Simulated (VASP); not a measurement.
Consider the following.

```
CELL_PARAMETERS angstrom
      0.00000     3.08332     3.08332
      3.08332     0.00000     3.08332
      3.08332     3.08332     0.00000
ATOMIC_POSITIONS crystal
  Pb 0.00000 0.00000 0.00000
  Se 0.50000 0.50000 0.50000
```

Level of theory: rev-vdW-DF2, VASP's PBE PAW potentials (set 64) (plane waves; VASP). Run with 520 eV cut-off, 8×8×8 Γ-centred mesh, tetrahedra with Blöchl corrections, potentials Pb_d Se.

Unless said otherwise, spin-orbit coupling is left out, though it shifts the bands of the heavy elements here.

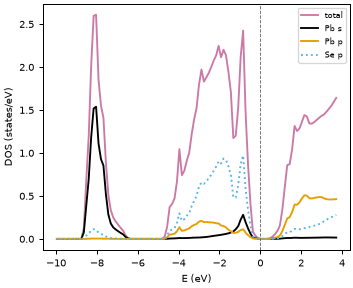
Total and projected density of states, zero at the valence-band maximum

Within 2 eV below the valence-band maximum the largest weight inside VASP's projection spheres is Se p.

The gap is direct, 0.34 eV, from the valence maximum at L to the conduction minimum at L.

The compound is PbSe in the rock salt structure. It was relaxed first.
